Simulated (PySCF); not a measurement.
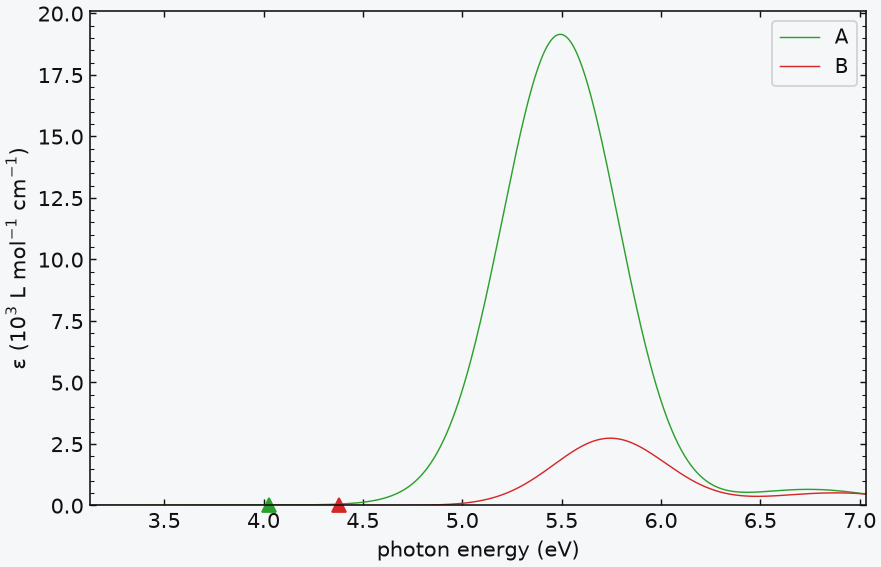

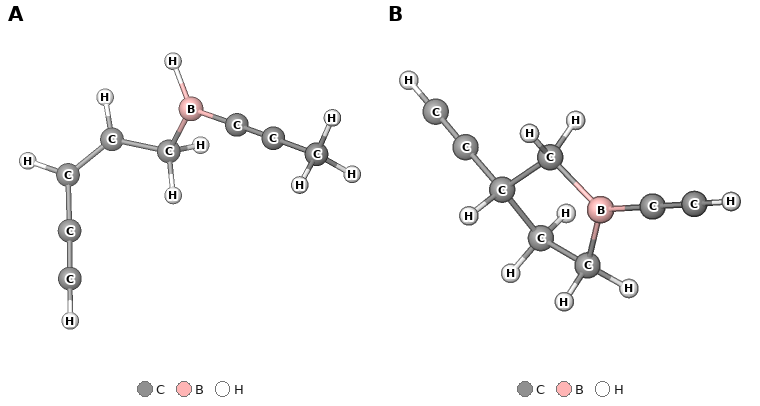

Related molecules: A is C₈H₉B, SMILES C#C/C=C\CBC#CC; B is C₈H₉B, SMILES C#CB1CC[C@H](C#C)C1. Vertical TDDFT absorption, CAM-B3LYP/def2-SVPD, PySCF, at a PBE0-D3(BJ)/def2-SVP geometry (no frequency check); Gaussians of 1/e half-width 0.40 eV, triangles mark S1, and the range ends where the computed states of one molecule run out.

> How does the lowest singlet move?

A: 4.03 eV (f = 0.000, mainly HOMO−1 → LUMO (73 %)); B: 4.38 eV (f = 0.000, mainly HOMO−2 → LUMO (57 %)). From A to B it shifts 0.35 eV to the blue; the leading orbital pair differs.

> And the brightest state of each within the range drawn?

A: S3 at 5.43 eV, f = 0.26; B: S2 at 5.74 eV, f = 0.07.

Limits of at least one run: core orbitals are frozen in the response; one conformer of a flexible molecule.
